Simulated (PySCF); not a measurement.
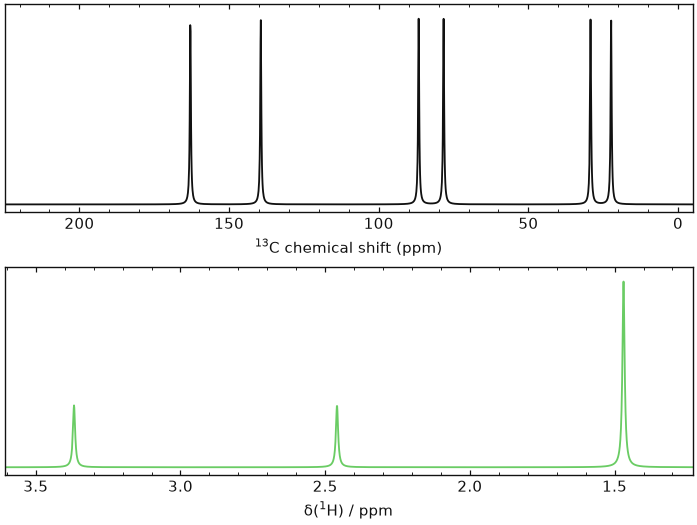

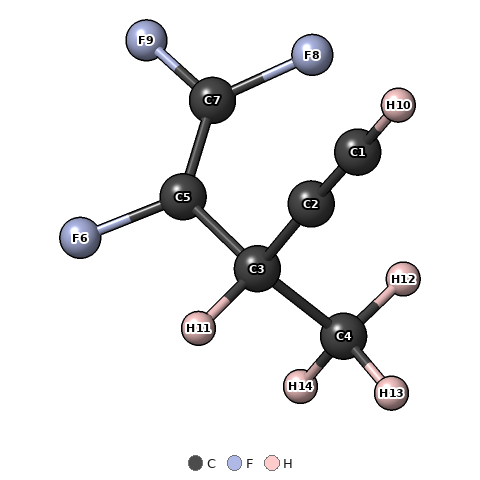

Spectrum and numbered structure of C₆H₅F₃, SMILES C#C[C@H](C)C(F)=C(F)F. GIAO shifts, PBE0/pcSseg-1 (IEF-PCM chloroform) in PySCF, at a PBE0-D3(BJ)/def2-SVP geometry (no frequency check), against TMS for ¹³C and TMS for ¹H computed at the same level. fully decoupled, line heights follow the number of nuclei, widths are arbitrary (no quadrupolar broadening); values of one conformer, averaged over methyl-type rotors and exact or near symmetry; other conformers aren't averaged in.

**Which ¹³C nuclei are the least shielded, and which the most?**

Least shielded: C7 at 162.9 ppm. Most shielded: C4 at 22.3 ppm.

**Which atoms give which ¹H line?**

```csv
δ (ppm),nuclei,atoms
3.37,1,H11
2.46,1,H10
1.47,3,"H12, H13, H14"
```
